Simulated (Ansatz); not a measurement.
# GeNH₅ (built from SMILES [NH2][GeH3]): functionals against CCSD(T) at one geometry

The atoms stand at a displaced guess of a reacting structure. How far do the functionals agree with CCSD(T) there?

The runs use Ansatz 0.2.0, Gaussian basis; single points in def2-TZVPP.

Correlated methods freeze the cores. Filled d shells of the heavier atoms are correlated.

### 1 Where the work starts

7 atoms, charge 0, spin multiplicity 1.

Atoms are counted from 1 here; the program's logs count them from 0.

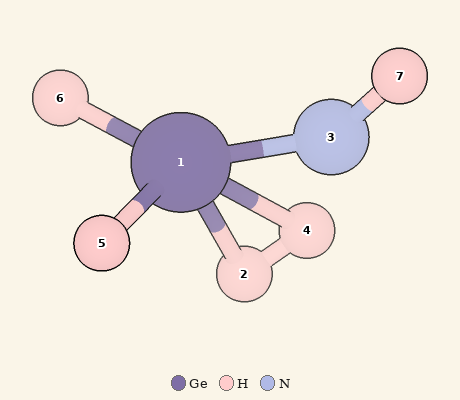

Start geometry, drawn with germanium purple, hydrogen pink, nitrogen light blue; atoms are numbered from 1 in the order of the file.

Coordinates:

```xyz
7

Ge   -0.6019   -0.1604    0.1545
H     0.7333    0.8160    0.9456
N     0.6487   -0.0720   -0.8622
H     1.1580    0.5584    0.3124
H    -2.0223    0.7176    0.1955
H    -0.9587   -1.2853    1.2878
H     0.7987   -0.3820   -1.9054
```

### 2 CCSD(T)/def2-TZVPP

Input file run/in.yaml:

```yaml
crystal:
  periodic: [false, false, false]
  atoms:
    - {symbol: Ge, position_ang: [-0.601900, -0.160400, 0.154500]}
    - {symbol: H, position_ang: [0.733300, 0.816000, 0.945600]}
    - {symbol: N, position_ang: [0.648700, -0.072000, -0.862200]}
    - {symbol: H, position_ang: [1.158000, 0.558400, 0.312400]}
    - {symbol: H, position_ang: [-2.022300, 0.717600, 0.195500]}
    - {symbol: H, position_ang: [-0.958700, -1.285300, 1.287800]}
    - {symbol: H, position_ang: [0.798700, -0.382000, -1.905400]}
basis:
  gaussian: {orbitals: def2-TZVPP}
correlation: {method: ccsd_t}
output: {forces: true}
```

No record of the launch command was kept for these runs.

### 3 PBE0-D4/def2-TZVPP

Edit run/in.yaml of step 2 so:

```diff
@@ -12,3 +12,3 @@
   gaussian: {orbitals: def2-TZVPP}
-correlation: {method: ccsd_t}
-output: {forces: true}
+hamiltonian: {xc: pbe0, dispersion: d4}
+output: {forces: true, orbitals: {seedname: orbitals}}
```

### 4 wB97M-V/def2-TZVPP

Edit run/in.yaml of step 3 so:

```diff
@@ -12,3 +12,3 @@
   gaussian: {orbitals: def2-TZVPP}
-hamiltonian: {xc: pbe0, dispersion: d4}
-output: {forces: true, orbitals: {seedname: orbitals}}
+hamiltonian: {xc: {name: wB97M-V}}
+output: {forces: true}
```

### 5 r2SCAN-D4/def2-TZVPP

Edit run/in.yaml of step 4 so:

```diff
@@ -12,3 +12,3 @@
   gaussian: {orbitals: def2-TZVPP}
-hamiltonian: {xc: {name: wB97M-V}}
+hamiltonian: {xc: r2scan, dispersion: d4}
 output: {forces: true}
```

### 6 PBE-D4/def2-TZVPP

Edit run/in.yaml of step 5 so:

```diff
@@ -12,3 +12,3 @@
   gaussian: {orbitals: def2-TZVPP}
-hamiltonian: {xc: r2scan, dispersion: d4}
+hamiltonian: {xc: pbe, dispersion: d4}
 output: {forces: true}
```

### 7 r2SCANh-D4/def2-TZVPP

Edit run/in.yaml of step 6 so:

```diff
@@ -12,3 +12,3 @@
   gaussian: {orbitals: def2-TZVPP}
-hamiltonian: {xc: pbe, dispersion: d4}
+hamiltonian: {xc: {name: r2SCANh}, dispersion: d4}
 output: {forces: true}
```

### 8 wB97X-V/def2-TZVPP

Edit run/in.yaml of step 7 so:

```diff
@@ -12,3 +12,3 @@
   gaussian: {orbitals: def2-TZVPP}
-hamiltonian: {xc: {name: r2SCANh}, dispersion: d4}
+hamiltonian: {xc: {name: wB97X-V}}
 output: {forces: true}
```

(Steps that only read results are left out.)

**Question.** What will these runs give? Wanted: energy less free atoms, CCSD(T)/def2-TZVPP; RMS force component; RMS force error; HOMO and LUMO, PBE0-D4; T1 diagnostic.

**Answer**, as computed:

```
                                  quantity                                                                                              value
energy less free atoms, CCSD(T)/def2-TZVPP                                                                                     -1465.3 kJ/mol
                       RMS force component                                                               2.889 to 2.955 eV/Å over the methods
                           RMS force error  PBE0-D4 0.145, wB97M-V 0.072, r2SCAN-D4 0.154, PBE-D4 0.231, r2SCANh-D4 0.146, wB97X-V 0.097 eV/Å
                    HOMO and LUMO, PBE0-D4                                                                                 -6.66 and -2.02 eV
                             T1 diagnostic                                                                                              0.014
```

Against CCSD(T) the functionals' energies less atoms differ by -76.6 to -24.4 kJ/mol, PBE-D4 by -76.6 kJ/mol. CCSD(T) in triple zeta still lacks some correlation energy of the bonds, so part of these gaps is its own basis error and they don't rank the functionals. On forces the order runs from wB97M-V to PBE-D4. Frozen-core CCSD(T) forces in triple zeta carry basis errors of their own, and this is one geometry, so small gaps rank nothing.
